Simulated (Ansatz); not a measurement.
# SnS (SMILES [S][Sn]) at CCSD(T)/STO-3G

Aim: the vertical singlet–triplet gap of SnS at CCSD(T)/STO-3G, from 2 runs. 

Program for the calculation: Ansatz 0.2.0.

53 further runs of the same task are left out: 19 that didn't finish, 34 set aside as unsound or not needed.

## Step 1: Starting point

SnS has 2 atoms, charge 0, and is taken as a singlet. As SMILES, `[S][Sn]`. The bond length is the measured one.

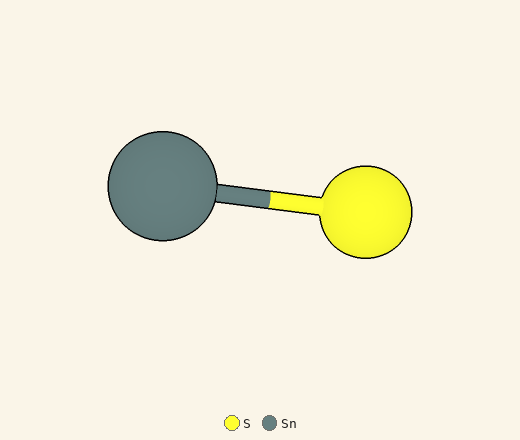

Viewed from a chosen angle; sulfur yellow, tin teal.

## Step 2: A single-point energy at CCSD(T)/STO-3G

in.yaml reads:

```yaml
crystal:
  periodic: [false, false, false]
  atoms:
    - {symbol: S, position_ang: [0.000000, 0.000000, 0.000000]}
    - {symbol: Sn, position_ang: [0.000000, 0.000000, 2.209026]}
basis:
  gaussian:
    orbitals: STO-3G
correlation:
  method: ccsd_t
  frozen_orbitals: {S: 5, Sn: 18}
accuracy: high
scf:
  omitted_lower_state_checks: [cluster_reference, increment]
```

Started as:

```bash
$ ansatz run in.yaml --threads 1 --pin off --max-ram 2610MiB --events-out events.jsonl --progress --plain --runs-dir runs
```

Log, shortened:

```text
Warning: RAYON_NUM_THREADS=1 ignored (pool sized by the plan → 1); use --threads N
Functional definition: HF
  name "HF"
[...]
635 factors; integrals over basis functions are off by at most 1.2e-8 eV
[...]
mean field -172967.80718544 eV, -6356.4496722742 hartree, gradient 3.4e-8 eV, S^2 0.000000; 0 other end points of the search recorded, 0 dependent functions left out; unrestricted orbitals would lower it
23 core orbitals not correlated: weight in the atoms' cores, before any rotation towards them, 1.000 or more for the frozen orbitals, at most 0.000 for the correlated occupied ones
reference -172967.80718544 eV, -6356.4496722742 hartree; 10, 10 occupied and 3, 3 virtual orbitals, 635 factors
second order -2.55695593 eV of doubles, -0.00000000 eV of singles
cycle   1  -2.10644397 eV  change    4.5e-1 eV  update   2.1e-1
[...]
cycle  18  -2.52757085 eV  change   2.4e-10 eV  update   1.2e-9
perturbative correction -0.32652406 eV, -0.0119995380 hartree
Total energy: -172970.66128035 eV, -6356.5545583277 hartree
Checks for a lower state left out: cluster_reference, increment
```

Wall time 0.75 s (1 thread of Arm Neoverse V1, shared host).

## Step 3: The triplet, same level

run.yaml reads:

```yaml
crystal:
  periodic: [false, false, false]
  atoms:
    - {symbol: S, position_ang: [0.000000, 0.000000, 0.000000]}
    - {symbol: Sn, position_ang: [0.000000, 0.000000, 2.209026]}
basis:
  gaussian:
    orbitals: STO-3G
magnetization:
  spin_polarized: true
  initial_magnetization: 2
correlation:
  method: ccsd_t
  frozen_orbitals: {S: 5, Sn: 18}
accuracy: high
scf:
  omitted_lower_state_checks: [cluster_reference, increment]
```

Started as:

```bash
$ ansatz run run.yaml --threads 1 --pin off --max-ram 2610MiB --events-out events.jsonl --progress --plain --runs-dir runs
```

Log, shortened:

```text
Warning: RAYON_NUM_THREADS=1 ignored (pool sized by the plan → 1); use --threads N
[... 2 set-up lines as earlier in the session ...]
[...]
635 factors; integrals over basis functions are off by at most 1.2e-8 eV
[...]
mean field -172966.62672395 eV, -6356.4062911146 hartree, gradient 1.4e-8 eV, S^2 2.005177; 23 other end points of the search recorded, 0 dependent functions left out
23 core orbitals not correlated: weight in the atoms' cores, before any rotation towards them, 1.000 or more for the frozen orbitals, at most 0.000 for the correlated occupied ones
reference -172966.62672395 eV, -6356.4062911146 hartree; 11, 9 occupied and 2, 4 virtual orbitals, 635 factors
second order -0.67275823 eV of doubles, -0.00000000 eV of singles
cycle   1  -0.81664800 eV  change   -1.4e-1 eV  update   6.7e-2
[...]
cycle  28  -1.05008839 eV  change   2.1e-10 eV  update  5.0e-10
perturbative correction -0.09830007 eV, -0.0036124608 hartree
Total energy: -172967.77511240 eV, -6356.4484936119 hartree
Checks for a lower state left out: cluster_reference, increment
```

It took 9.6 s on 1 thread of Arm Neoverse V1, shared host; peak memory 0.12 GiB.

## Step 4: Results

Level: CCSD(T)/STO-3G, 23 core orbitals frozen.

| quantity | value |
| --- | --- |
| singlet: total energy | -6356.55456 Eh |
| singlet: correlation energy (23 core orbitals frozen) | -104.9 mEh |
| singlet: (T) correction | -12.00 mEh |
| singlet: T1 diagnostic | 0.033 |
| triplet: total energy | -6356.44849 Eh |
| triplet: correlation energy (23 core orbitals frozen) | -42.2 mEh |
| triplet: (T) correction | -3.61 mEh |
| triplet: ⟨S²⟩ of the reference determinant | 2.005 |
| triplet: T1 diagnostic | 0.017 |
| vertical energy of the triplet above the singlet | 2.886 eV |

**Reading.** At this shape the triplet lies 2.89 eV (67 kcal/mol) above the singlet. In a minimal basis such a difference can be off by several eV, whatever the method. The T1 diagnostic (singlet) of 0.033 is above the customary mark for such species, so a single reference may not serve. The restricted solution (singlet) is unstable to spin breaking: an unrestricted one lies lower. The triples (singlet) make up 11.4 % of the correlation energy. Relativity is left out (singlet) although the molecule holds a heavy atom.
